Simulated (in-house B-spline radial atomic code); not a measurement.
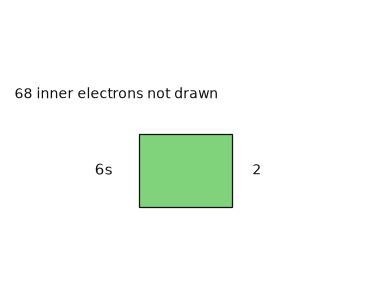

*The outer shells of the closed core: a box for each of the 2l + 1 orbitals, shaded by the share of the shell that is filled, with the electron count at the right.*

**Many-body perturbation calculation, with input and output: Lu⁺**

- system: Lu⁺, core [Xe] 4f14 6s2.
- method: relativistic RPA (time-dependent Dirac-Hartree-Fock) and second-order many-body perturbation theory, no-pair Dirac-Coulomb, closed shell, B-spline basis (in-house B-spline radial atomic code)

The input:
```
basis_form = 2
Z = 71
core_configuration = [Xe] 4f14 6s2
rms_radius = 5.37
mass_number = 175
speed_of_light = 13703.5999084
box_radius = 25.846
lmax = 7
intervals = 65
virtual_cutoff = 126025.0
```

Hardware: 1 CPU thread, shared host.

Launched within a batch (the task file carries these settings):
```bash
python <driver script> task.json out
```

The program writes its results to a structured record and prints no log; tables and figures of this report are taken from that record.

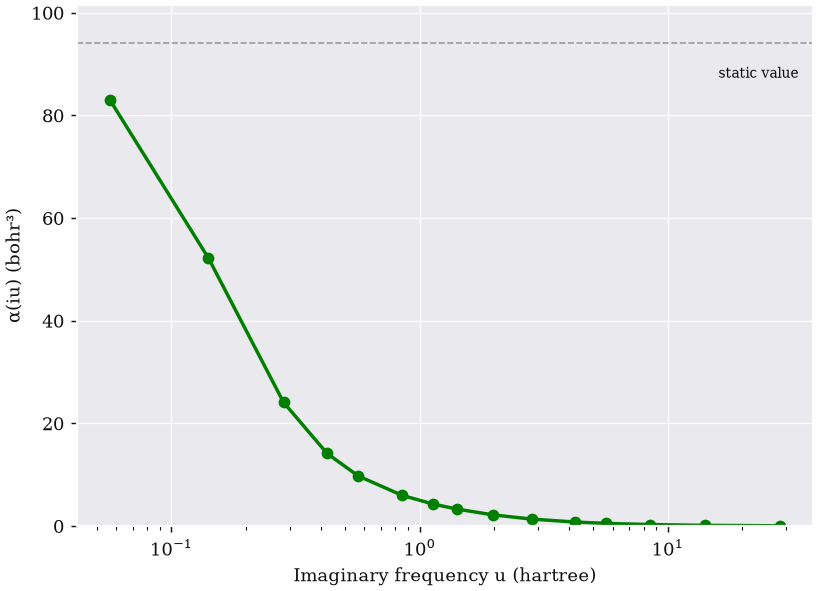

*Dipole polarisability at imaginary frequency of Lu⁺, [Xe] 4f¹⁴ 6s². Relativistic RPA on Dirac–Hartree–Fock, no-pair Dirac–Coulomb, finite nucleus, computed with a B-spline radial code. Speed of light scaled by 100.*

The static dipole polarisability is 94.0 bohr³; α(iu) falls to half of it near u = 0.16 hartree. The Casimir–Polder integral gives C₆ = 1090 hartree bohr⁶ for two such species.

Summary:

```tsv
quantity	value
outcome	converged
wall time	20 s
```

Remarks:

Caveats: RPA unstable for a multipole; RPA puts the weak triplet-like excitations of an outer s2 shell too low.
